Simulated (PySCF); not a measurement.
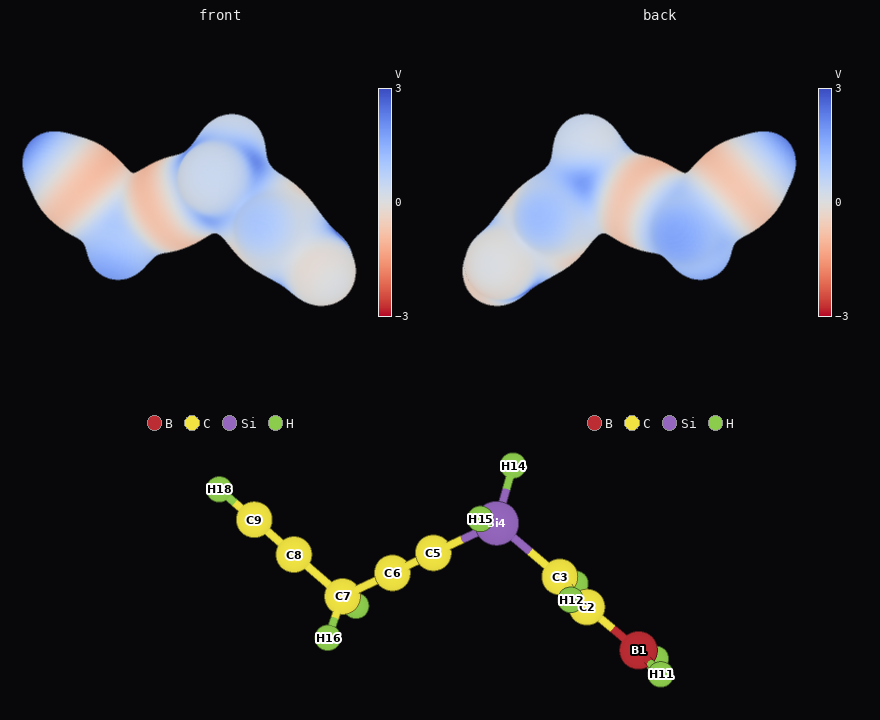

The picture shows: C7H9BSi (SMILES B/C=C/[SiH2]C#CCC#C). The molecular electrostatic potential painted on the density surface at 0.004 e/bohr³, seen from the front and from behind; red is negative and blue positive. The bare structure is drawn below in the same view.

Geometry: GFN2-xTB.

These are results of PBE0/pcSseg-1, SCF density, gas phase, non-relativistic in PySCF 2.14.0, not measurements.

The calculation's input:

```
{"job": {"kind": "nmr", "xc": "PBE0", "basis": "pcSseg-1"}, "charge": 0, "multiplicity": 1}
B      4.340223    -1.049996    -0.344647
C      3.212006    -0.084773     0.063947
C      2.171798     0.236628    -0.723117
Si     0.770179     1.417795    -0.271499
C     -0.795812     0.439650    -0.322382
C     -1.807489    -0.214037    -0.352334
C     -3.038912    -0.986069    -0.382329
C     -4.191222    -0.120052    -0.200689
C     -5.130009     0.604659    -0.046666
H      4.309919    -1.568101    -1.394046
H      5.229288    -1.267495     0.384988
H      3.238033     0.381759     1.045337
H      2.129227    -0.220647    -1.706500
H      0.691806     2.492062    -1.270894
H      0.959404     1.951515     1.081896
H     -3.017687    -1.734442     0.418472
H     -3.120666    -1.504838    -1.344430
H     -5.958844     1.232700     0.088477
```

Command:

```sh
OMP_NUM_THREADS=1 python probes_run.py task.json out
```

Describe the electrostatic potential map.

The most negative region (about −0.9 V) lies over C5, C6, C8 and C9, the most positive (about +2.2 V) over B1 and H18.

What dipole moment does the calculation give?

Its dipole moment is 1.22 D.
